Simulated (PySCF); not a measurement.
# AlNH3Br (SMILES [NH2][AlH][Br]): levels of theory compared

Wanted: a comparison of 4 runs (HF/def2-SVP, BP86/3-21G, wB97X/6-31G*, B3LYP/6-31G*) of AlNH3Br. The job is set up through a Python script.

The calculation is run with PySCF 2.14.0.

1 further run of the same task is left out (for a known fault of the program).

## (1) The structure to begin with

AlNH3Br: 6 atoms, total charge 0, spin state singlet. As SMILES, `[NH2][AlH][Br]`. The coordinates come from a PBE0-D4/def2-TZVP relaxation.

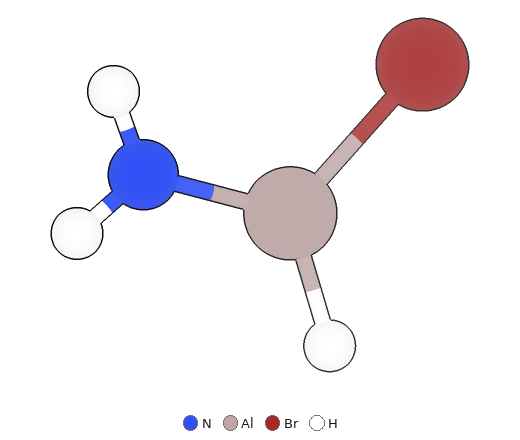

Viewed from a chosen angle; nitrogen blue, aluminium light grey, bromine red, hydrogen white.

## (2) Energy and forces at HF/def2-SVP (run 1)

calc.py

```python
from pyscf import gto

molecule = gto.M(
    atom='''
N     -1.017806     0.589595    -1.487214
Al     0.690128    -0.166296     1.255912
Br     2.791125    -3.879986     1.301076
H     -2.022574     2.189437    -1.719084
H     -1.129867    -0.506825    -3.038302
H      0.768741     1.652943     3.600306
''',
    verbose=3,
    max_memory=1860,
    basis='def2-svp',
    unit='bohr',
    charge=0,
)

hf = molecule.RHF()
hf.conv_tol = 1e-10
hf.kernel()
if not hf.converged:
    hf = hf.newton().run(hf.mo_coeff, hf.mo_occ)

etot = hf.e_tot
print('Final energy', etot)
grad = hf.nuc_grad_method().kernel()
hf.analyze()
```

The run is started by

```bash
$ OMP_NUM_THREADS=1 python calc.py
```

Standard output:

```text
converged SCF energy = -2870.20641641208
Final energy -2870.2064164120757
--------------- RHF gradients ---------------
         x                y                z
0 N     0.0022864814    -0.0014047094     0.0032088884
1 Al     0.0015149183    -0.0039250987    -0.0014756815
2 Br    -0.0019626611     0.0030588548    -0.0005280647
3 H    -0.0021987176     0.0044978554     0.0006866191
4 H     0.0005179302    -0.0036470637    -0.0032588983
5 H    -0.0001579512     0.0014201617     0.0013671369
----------------------------------------------
**** MO energy ****
MO #1   energy= -489.951814287564  occ= 2
MO #2   energy= -65.120732886962   occ= 2
MO #3   energy= -58.4921393401488  occ= 2
MO #4   energy= -58.4916488961762  occ= 2
MO #5   energy= -58.4915547716621  occ= 2
MO #6   energy= -58.4763138775903  occ= 2
MO #7   energy= -15.5371818269268  occ= 2
MO #8   energy= -9.81208006271598  occ= 2
MO #9   energy= -7.42581631168465  occ= 2
MO #10  energy= -7.42183739021863  occ= 2
MO #11  energy= -7.42138736249995  occ= 2
MO #12  energy= -4.90989644971201  occ= 2
MO #13  energy= -3.22889360087878  occ= 2
MO #14  energy= -3.2274720577038   occ= 2
MO #15  energy= -3.22606234227364  occ= 2
MO #16  energy= -3.16723047223247  occ= 2
MO #17  energy= -3.16577786595557  occ= 2
MO #18  energy= -3.16525005442617  occ= 2
MO #19  energy= -3.16143125543382  occ= 2
MO #20  energy= -3.16141693261669  occ= 2
MO #21  energy= -1.10325576280383  occ= 2
MO #22  energy= -0.988945061340604 occ= 2
MO #23  energy= -0.650099865055243 occ= 2
MO #24  energy= -0.607952847255318 occ= 2
MO #25  energy= -0.502439190943421 occ= 2
MO #26  energy= -0.454105843445811 occ= 2
MO #27  energy= -0.429097466988692 occ= 2
MO #28  energy= -0.410789022966077 occ= 2
MO #29  energy= -0.404765458566379 occ= 2
MO #30  energy= 0.0891257522453337 occ= 0
MO #31  energy= 0.116222436635601  occ= 0
MO #32  energy= 0.156590101584791  occ= 0
MO #33  energy= 0.216454072616246  occ= 0
MO #34  energy= 0.243942621461265  occ= 0
MO #35  energy= 0.251411664089129  occ= 0
MO #36  energy= 0.260850247095367  occ= 0
MO #37  energy= 0.428197548003335  occ= 0
MO #38  energy= 0.447585907209168  occ= 0
MO #39  energy= 0.518383046614183  occ= 0
MO #40  energy= 0.546549657416662  occ= 0
MO #41  energy= 0.580054985433591  occ= 0
MO #42  energy= 0.618639490433732  occ= 0
MO #43  energy= 0.632549241605846  occ= 0
MO #44  energy= 0.688868983491341  occ= 0
MO #45  energy= 0.743548451176958  occ= 0
MO #46  energy= 0.765523317992042  occ= 0
MO #47  energy= 0.807443804404919  occ= 0
MO #48  energy= 0.822547844925822  occ= 0
MO #49  energy= 0.832035218136926  occ= 0
MO #50  energy= 0.894473467933712  occ= 0
MO #51  energy= 0.920526891488758  occ= 0
MO #52  energy= 0.933542461776318  occ= 0
MO #53  energy= 0.958985058865431  occ= 0
MO #54  energy= 0.967197769048782  occ= 0
MO #55  energy= 1.06806205432097   occ= 0
MO #56  energy= 1.09072758163092   occ= 0
MO #57  energy= 1.11759074214688   occ= 0
MO #58  energy= 1.1858511998808    occ= 0
MO #59  energy= 1.33767225277159   occ= 0
MO #60  energy= 1.37948313712902   occ= 0
MO #61  energy= 1.5423376949584    occ= 0
MO #62  energy= 1.81231094427508   occ= 0
MO #63  energy= 1.88055116217784   occ= 0
MO #64  energy= 1.90428930717045   occ= 0
MO #65  energy= 2.05978751455354   occ= 0
MO #66  energy= 2.18336055072476   occ= 0
MO #67  energy= 2.34832541244165   occ= 0
MO #68  energy= 2.4988618599364    occ= 0
MO #69  energy= 2.5361929642813    occ= 0
MO #70  energy= 2.82342687512351   occ= 0
MO #71  energy= 2.93785042954081   occ= 0
MO #72  energy= 3.13928863621842   occ= 0
MO #73  energy= 3.48235620852861   occ= 0
MO #74  energy= 3.70192307654727   occ= 0
MO #75  energy= 3.91615156118093   occ= 0
MO #76  energy= 3.91796529611253   occ= 0
MO #77  energy= 3.96258610504987   occ= 0
MO #78  energy= 3.99160349667561   occ= 0
MO #79  energy= 4.16281891412883   occ= 0
 ** Mulliken atomic charges  **
charge of    0N =     -0.73685
charge of    1Al =      0.84148
charge of    2Br =     -0.35141
charge of    3H =      0.21496
charge of    4H =      0.21546
charge of    5H =     -0.18364
Dipole moment(X, Y, Z, Debye): -1.42394,  1.61815, -1.10637
```

It took 17 s on 1 thread of Intel Xeon at 2.50GHz (Skylake/Cascade Lake), shared host; peak memory 0.16 GiB.

## (3) Energy and forces at BP86/3-21G (run 2)

input.py

```python
# [NH2][AlH][Br]
from pyscf import gto, dft

system = gto.M(
    atom=[
    ('N', (-0.538600, 0.312000, -0.787000)),
    ('Al', (0.365200, -0.088000, 0.664600)),
    ('Br', (1.477000, -2.053200, 0.688500)),
    ('H', (-1.070300, 1.158600, -0.909700)),
    ('H', (-0.597900, -0.268200, -1.607800)),
    ('H', (0.406800, 0.874700, 1.905200)),
],
    max_memory=1860,
    spin=0,
    verbose=3,
    charge=0,
    basis='3-21g',
)

mf = dft.RKS(system)
mf.xc = 'bp86'
mf.grids.level = 5
mf.conv_tol = 1e-10
mf.kernel()
if not mf.converged:
    mf = mf.newton().run(mf.mo_coeff, mf.mo_occ)

e_final = mf.e_tot
print('Final energy', e_final)
grad = mf.nuc_grad_method().kernel()
mf.analyze()
```

The run is started by

```bash
$ OMP_NUM_THREADS=1 python input.py
```

Standard output:

```text
converged SCF energy = -2859.4730564359
Final energy -2859.4730564359047
--------------- RKS gradients ---------------
         x                y                z
0 N    -0.0002509686     0.0001363671    -0.0003690124
1 Al     0.0015489444    -0.0092589537    -0.0077721997
2 Br    -0.0109489116     0.0193862299    -0.0003325200
3 H     0.0089820230    -0.0153061317     0.0008721494
4 H     0.0005776007     0.0108026412     0.0141558016
5 H     0.0001339453    -0.0057246341    -0.0065591007
----------------------------------------------
**** MO energy ****
MO #1   energy= -477.811505601114  occ= 2
MO #2   energy= -61.404168310365   occ= 2
MO #3   energy= -55.0990790324363  occ= 2
MO #4   energy= -55.0968740382616  occ= 2
MO #5   energy= -55.0966993101771  occ= 2
MO #6   energy= -55.0429848060108  occ= 2
MO #7   energy= -13.9283594350262  occ= 2
MO #8   energy= -8.30763367911428  occ= 2
MO #9   energy= -6.1445282134578   occ= 2
MO #10  energy= -6.1361194867302   occ= 2
MO #11  energy= -6.13518079583912  occ= 2
MO #12  energy= -3.92752578498719  occ= 2
MO #13  energy= -2.52904957467486  occ= 2
MO #14  energy= -2.52869509225175  occ= 2
MO #15  energy= -2.52436054179028  occ= 2
MO #16  energy= -2.32362172213307  occ= 2
MO #17  energy= -2.32059824316488  occ= 2
MO #18  energy= -2.32006221744892  occ= 2
MO #19  energy= -2.31382676018461  occ= 2
MO #20  energy= -2.31381374940204  occ= 2
MO #21  energy= -0.768032519300041 occ= 2
MO #22  energy= -0.691149433988387 occ= 2
MO #23  energy= -0.448219008941713 occ= 2
MO #24  energy= -0.40952570535267  occ= 2
MO #25  energy= -0.327830732106908 occ= 2
MO #26  energy= -0.2922324269899   occ= 2
MO #27  energy= -0.262339093701889 occ= 2
MO #28  energy= -0.246871900637121 occ= 2
MO #29  energy= -0.223540879132247 occ= 2
MO #30  energy= -0.0408838052332086 occ= 0
MO #31  energy= -0.0147662427700346 occ= 0
MO #32  energy= 0.0291266824323917 occ= 0
MO #33  energy= 0.105581527597964  occ= 0
MO #34  energy= 0.127548929384596  occ= 0
MO #35  energy= 0.142824386575048  occ= 0
MO #36  energy= 0.167408860448702  occ= 0
MO #37  energy= 0.202962973799669  occ= 0
MO #38  energy= 0.233482893822889  occ= 0
MO #39  energy= 0.307060856342168  occ= 0
MO #40  energy= 0.58761639765057   occ= 0
MO #41  energy= 0.612852153418946  occ= 0
MO #42  energy= 0.647289317381595  occ= 0
MO #43  energy= 0.769292003552832  occ= 0
MO #44  energy= 0.940946368621854  occ= 0
MO #45  energy= 0.975393751742428  occ= 0
MO #46  energy= 1.02181820048246   occ= 0
MO #47  energy= 1.10894279706682   occ= 0
MO #48  energy= 1.19521006750194   occ= 0
MO #49  energy= 1.23325576371016   occ= 0
MO #50  energy= 2.12372780021605   occ= 0
 ** Mulliken atomic charges  **
charge of    0N =     -0.57449
charge of    1Al =      0.47384
charge of    2Br =     -0.22904
charge of    3H =      0.21923
charge of    4H =      0.21743
charge of    5H =     -0.10698
Dipole moment(X, Y, Z, Debye): -1.83144,  1.80057, -1.75817
```

Run time: 33 s. Hardware: 1 thread of Intel Xeon at 2.50GHz (Skylake/Cascade Lake), shared host; peak memory 0.52 GiB.

Run 3 isn't shown in full; the table further down has it.

## (4) Energy and forces at B3LYP/6-31G(d) (Cartesian functions) (run 4)

run.py

```python
import pyscf.grad
from pyscf import gto, dft

mol = gto.Mole()
mol.atom = '''
N       -0.538600       0.312000      -0.787000
Al       0.365200      -0.088000       0.664600
Br       1.477000      -2.053200       0.688500
H       -1.070300       1.158600      -0.909700
H       -0.597900      -0.268200      -1.607800
H        0.406800       0.874700       1.905200
'''
mol.max_memory = 1860
mol.spin = 0
mol.cart = True
mol.verbose = 4
mol.basis = '6-31g*'
mol.build()

mf = dft.RKS(mol)
mf.xc = 'b3lyp'
mf.conv_tol = 1e-10
mf.grids.level = 5
mf.kernel()
if not mf.converged:
    mf = mf.newton().run(mf.mo_coeff, mf.mo_occ)

e_final = mf.e_tot
print('Final energy', e_final)
grad = mf.Gradients().kernel()
dip = mf.dip_moment()
pop, q = mf.mulliken_pop()
```

The run is started by

```bash
$ OMP_NUM_THREADS=1 python run.py
```

Standard output:

```text
PySCF version 2.14.0

[... 75 lines left out ...]
converged SCF energy = -2872.97134286063
Final energy -2872.9713428606287
[... 13 lines left out ...]
Dipole moment(X, Y, Z, Debye): -1.54025,  1.66756, -1.29545
[... 43 lines left out ...]
pop of  2 Br 3px          1.99541
pop of  2 Br 3py          1.99480
pop of  2 Br 3pz          1.99579
pop of  2 Br 4px          1.29444
pop of  2 Br 4py          1.22349
pop of  2 Br 4pz          1.34970
pop of  2 Br 5px          0.51813
pop of  2 Br 5py          0.38382
pop of  2 Br 5pz          0.57339
pop of  2 Br 3dxx         0.94955
pop of  2 Br 3dxy         1.38892
pop of  2 Br 3dxz         1.38961
pop of  2 Br 3dyy         0.94961
pop of  2 Br 3dyz         1.38912
pop of  2 Br 3dzz         0.94961
pop of  2 Br 4dxx         0.39910
pop of  2 Br 4dxy         0.58348
pop of  2 Br 4dxz         0.58347
pop of  2 Br 4dyy         0.39876
pop of  2 Br 4dyz         0.58368
pop of  2 Br 4dzz         0.39901
pop of  2 Br 5dxx         0.00377
pop of  2 Br 5dxy         0.03372
pop of  2 Br 5dxz         0.02764
pop of  2 Br 5dyy         0.01928
pop of  2 Br 5dyz         0.02944
pop of  2 Br 5dzz        -0.00326
pop of  3  H 1s           0.50314
pop of  3  H 2s           0.16302
pop of  4  H 1s           0.50195
pop of  4  H 2s           0.16207
pop of  5  H 1s           0.49095
pop of  5  H 2s           0.58575
 ** Mulliken atomic charges  **
charge of    0N =     -0.87120
charge of    1Al =      0.57838
charge of    2Br =     -0.30029
charge of    3H =      0.33384
charge of    4H =      0.33598
charge of    5H =     -0.07670
```

It took 63 s on 1 thread of Intel Xeon at 2.50GHz (Skylake/Cascade Lake), shared host; peak memory 0.73 GiB.

## (5) The series

```tsv
run	level	integration grid	Cartesian functions	energy (Eh)	dipole moment (D)	HOMO energy (eV)	LUMO energy (eV)	wall time
1	HF/def2-SVP	–	no	-2870.206416	2.42	-11.01	2.43	17 s
2	BP86/3-21G	5	no	-2859.473056	3.11	-6.08	-1.11	33 s
3	wB97X/6-31G* (spherical functions)	5	no	-2872.918895	2.62	-10.03	1.50	2.2 min
4	B3LYP/6-31G* (Cartesian functions)	5	yes	-2872.971343	2.61	-7.32	-0.62	63 s
```

## (6) What came out

```
                       quantity           value
            run 4: total energy  -2872.97134 Eh
           run 4: dipole moment          2.61 D
             run 4: HOMO energy        -7.32 eV
             run 4: LUMO energy        -0.62 eV
           run 4: HOMO–LUMO gap         6.70 eV
run 4: largest force on an atom      0.302 eV/Å
```

**Reading.** The dipole moment (its size) runs from 2.42 D (HF/def2-SVP) to 3.11 D (BP86/3-21G). The two ends differ in method and basis. The HOMO–LUMO gap runs from 4.97 eV (BP86/3-21G) to 13.44 eV (HF/def2-SVP). Totals of different functionals can't be ranked against each other. All runs together took 4 min, the longest 2.2 min.
